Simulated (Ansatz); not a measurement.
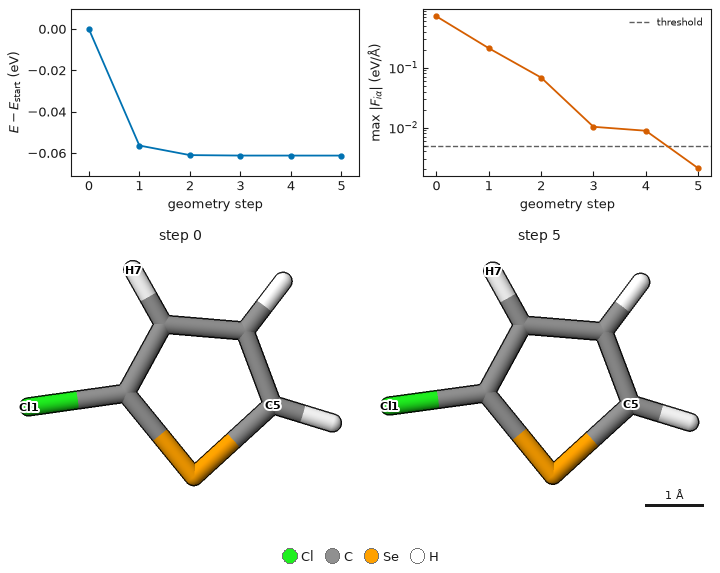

First and last geometry of a relaxation of C$_{4}$H$_{3}$ClSe, with the history of the run. A stick model, seen face on.

The start comes from PBE-D4/def2-SVP.

Theory: RKS PBE0-D4/def2-TZVP in Ansatz. Set-up: force threshold 0.005 eV/Å; at most 150 steps.

> What do the curves and the structures tell?

It converged. Over 5 geometry steps the energy falls by 0.061 eV. Largest force component: 0.72 eV/Å at the start, 0.0021 eV/Å at the end. The largest move after the best rigid fit is that of the Cl atom, 0.037 Å. By element the largest moves are Cl 0.037 Å, H 0.032 Å, Se 0.024 Å, C 0.018 Å. Among the contacts that change: C–Se 1.887 → 1.862 Å, C–C 1.377 → 1.356 Å, C–Se 1.873 → 1.854 Å, C–Cl 1.722 → 1.704 Å. The run took 19 s on 4 threads of Intel Xeon 6975P-C, on a shared host.
